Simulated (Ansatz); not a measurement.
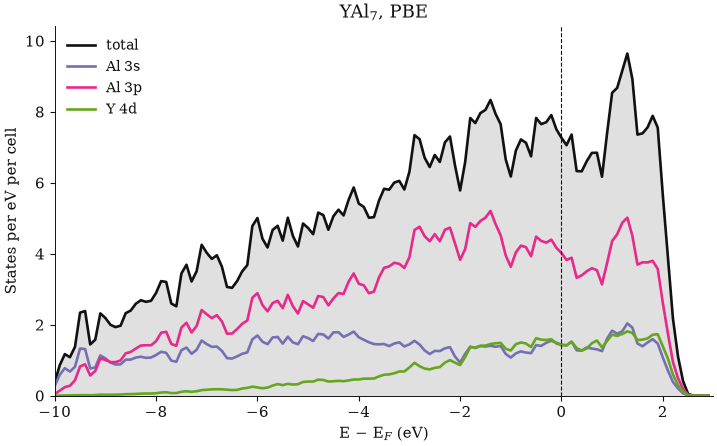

Density of states. Energies are counted from the Fermi level. The partial curves are projected on Löwdin-orthogonalised atomic shells.

Input of the run:

```
crystal:
  lattice:
    - [6.579256, -0.210635, 0.008562]
    - [-0.195295, 7.542711, -0.164527]
    - [0.009294, -0.188816, 6.020742]
  atoms:
    - { symbol: Al, position: [0.6907992832, 0.1536262309, 0.7128869822] }
    - { symbol: Al, position: [0.967185108, 0.3603706748, 0.4415501795] }
    - { symbol: Al, position: [0.5030703789, 0.8504856393, 0.4671428272] }
    - { symbol: Al, position: [0.697530972, 0.6162997198, 0.1872700564] }
    - { symbol: Al, position: [0.9712069841, 0.3638611564, 0.9649872943] }
    - { symbol: Al, position: [0.8887995786, 0.916473808, 0.9636002327] }
    - { symbol: Al, position: [0.6424993046, 0.1614604533, 0.2199341526] }
    - { symbol: Al, position: [0.4996183693, 0.8536509153, 0.9370257453] }
    - { symbol: Al, position: [0.7459227756, 0.6082709146, 0.6802902458] }
    - { symbol: Al, position: [0.8852501139, 0.9191055117, 0.4334880148] }
    - { symbol: Al, position: [0.4170552137, 0.4054365245, 0.9357217738] }
    - { symbol: Al, position: [0.1707867346, 0.6457084844, 0.7021118812] }
    - { symbol: Al, position: [0.4211343332, 0.4091396144, 0.4586772285] }
    - { symbol: Al, position: [0.217874634, 0.1235529366, 0.1982715935] }
    - { symbol: "Y", position: [0.2195824018, 0.076184097, 0.6983420265] }
    - { symbol: "Y", position: [0.1687169232, 0.6934381714, 0.2021102805] }
basis:
  ecutwfc: 420
kpoints:
  mp_grid: { grid: [5, 5, 6] }
hamiltonian:
  xc: pbe
scf:
  occupations: { method: gaussian, width: 0.1 }
  n_extra_bands: 8
output:
  forces: true
  stress: true
  eigenvalues: true
  populations: true
  dos:
    method: { smearing: { sigma: 0.1, scheme: gaussian } }
    projected: true
    de: 0.02
  write_density: true
  write_potential: true
  elf: true
  volumetric_format: npy
```

Launched with:
```bash
ansatz run input.yaml --threads 2 --pin off --max-ram 5120MiB --backend cpu --events-out ev --progress --plain --runs-dir out
```

What is the density of states at the Fermi level?

It is a metal. The density of states at the Fermi level is about 7.4 per eV and cell (mean within 0.25 eV), or 0.46 per atom.

Which states dominate at the Fermi level?

By projected weight, the states within 0.3 eV of the Fermi level are Al 3p (55 %), Y 4d (20 %) and Al 3s (20 %).
